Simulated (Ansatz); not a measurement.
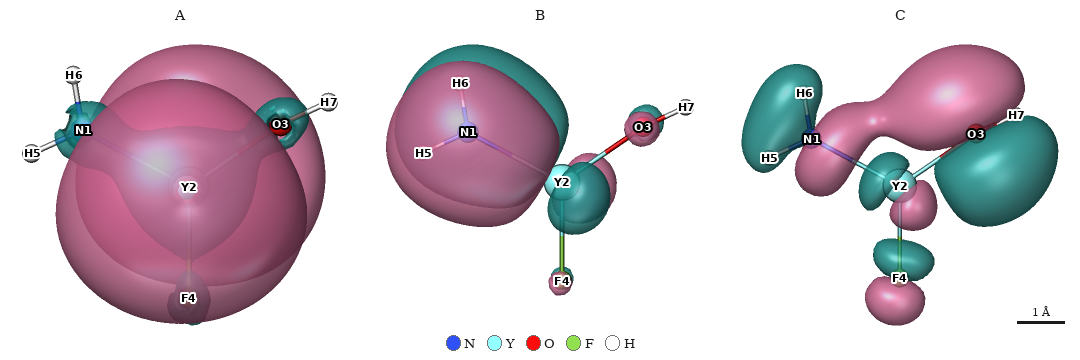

The picture shows: FH3NOY. Three frontier orbitals at ±0.05 Å⁻³ᐟ² (teal and pink are the two phases), in no order.

Geometry: PBE0-D4/def2-TZVP; core potentials replace the inner electrons of Y.

All numbers below come from RKS PBE0-D4/def2-TZVPP in Ansatz.

Input file:

```
crystal:
  periodic: [false, false, false]
  atoms:
    - {symbol: N, position_ang: [-1.140573, 1.019577, 0.352537]}
    - {symbol: Y, position_ang: [0.029076, -0.655262, -0.293353]}
    - {symbol: O, position_ang: [2.031772, -0.524360, -0.048115]}
    - {symbol: F, position_ang: [-0.953034, -2.225900, -1.088525]}
    - {symbol: H, position_ang: [-2.148505, 1.112899, 0.302184]}
    - {symbol: H, position_ang: [-0.798072, 1.876697, 0.770092]}
    - {symbol: H, position_ang: [2.979337, -0.603662, 0.005180]}
basis:
  gaussian: {orbitals: def2-TZVPP}
hamiltonian: {xc: pbe0, dispersion: d4}
output: {orbitals: {seedname: orbitals}}
```

Run with:

```sh
ansatz run in.yaml --threads 2 --pin off --events-out ev --progress --plain --max-ram 32768MiB --backend cpu
```

> Order the three orbitals by energy and name them.

C is the HOMO−1 (−8.42 eV). By Hirshfeld shares it lies mainly on O3 (about 70 %), Y2 (about 10 %) and N1 (about 10 %); it is symmetric in the molecular plane (an in-plane orbital: σ, lone-pair or in-plane π type); largely a lone pair of O3. B is the HOMO (−6.83 eV). Its weight (Hirshfeld) is mainly on N1 (about 70 %) and Y2 (about 15 %); it changes sign across the molecular plane (π type). A is the LUMO (−1.56 eV). It lies mainly on Y2 (about 90 %).

> What is the HOMO–LUMO gap?

5.27 eV between the orbital energies.
